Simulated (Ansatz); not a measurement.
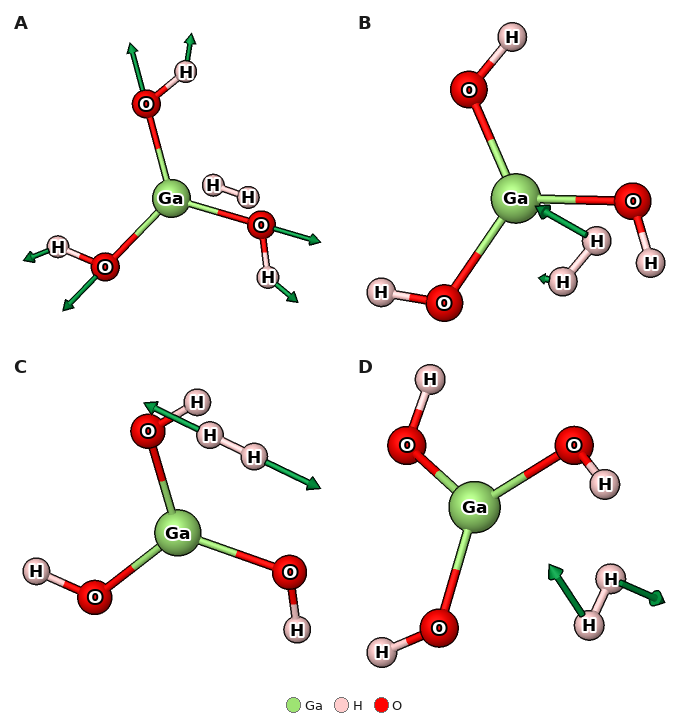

4 normal modes of one molecule or complex, as arrows. Harmonic vibrations computed with RKS PBE0-D4/def2-TZVP (Ansatz 0.2.0) at a stationary point of the same level.

**Match the panels to the wavenumbers 48 cm⁻¹, 424 cm⁻¹, 663 cm⁻¹, 4369 cm⁻¹.**

A: 663 cm⁻¹, in-phase stretching of 3 Ga–O bonds
B: 48 cm⁻¹
C: 4369 cm⁻¹, H–H stretching
D: 424 cm⁻¹
